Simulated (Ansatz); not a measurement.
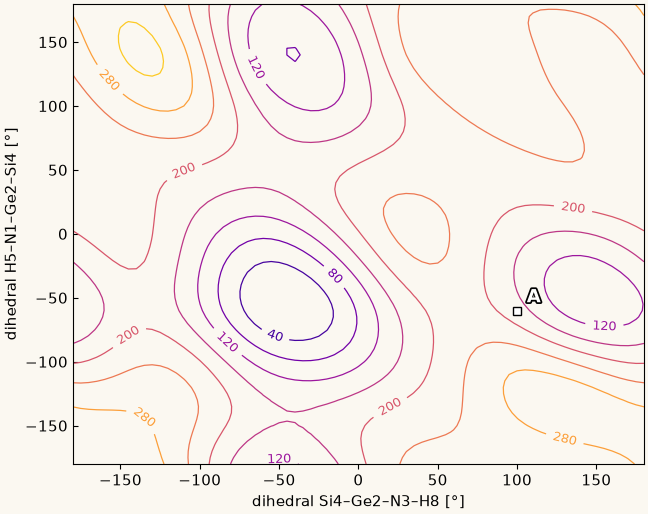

GeH8N2Si, SMILES [NH2][GeH]([NH2])[SiH3]. The first coordinate is: dihedral Si4–Ge2–N3–H8; the second: dihedral H5–N1–Ge2–Si4. Nothing is relaxed (all other coordinates rigid). The grid has 9 × 9 points. Points are written as (first, second). All energies are given in meV relative to the relaxed molecule at the same level. Theory: Ansatz 0.2.0, RKS PBE-D4/def2-TZVP.

In the figure: contour lines labelled in meV, the point A. Between grid points the surface is interpolated.

> Which way does the force act at A, and how strong is it?

A, at (100°, −60°), is not a stationary point. The computed force is 2 meV for each degree towards larger values of dihedral Si4–Ge2–N3–H8 and 1.8 meV for each degree towards larger values of dihedral H5–N1–Ge2–Si4.
